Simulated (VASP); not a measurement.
Given:

```yaml
crystal:
  lattice:
    - [0.00000, 3.53393, 3.53393]
    - [3.53393, 0.00000, 3.53393]
    - [3.53393, 3.53393, 0.00000]
  atoms:
    - { symbol: Rb, position: [0.00000, 0.00000, 0.00000] }
    - { symbol: Br, position: [0.50000, 0.50000, 0.50000] }
```

Level of theory: TPSS meta-GGA, VASP's PBE PAW potentials (set 64) (plane waves; VASP). Settings: 520 eV cut-off, 7×7×7 Γ-centred mesh, tetrahedra with Blöchl corrections, potentials Rb_sv Br.

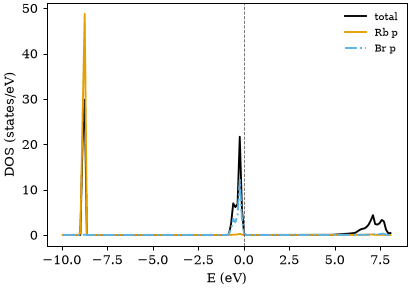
Figure: Total and projected density of states, zero at the valence-band maximum

Within 2 eV below the valence-band maximum the largest weight inside VASP's projection spheres is Br p.

The gap is direct, 4.67 eV, from the valence maximum at Γ to the conduction minimum at Γ.

The compound is RbBr in the rock salt structure. It was relaxed first, which changed the volume by +8 %.
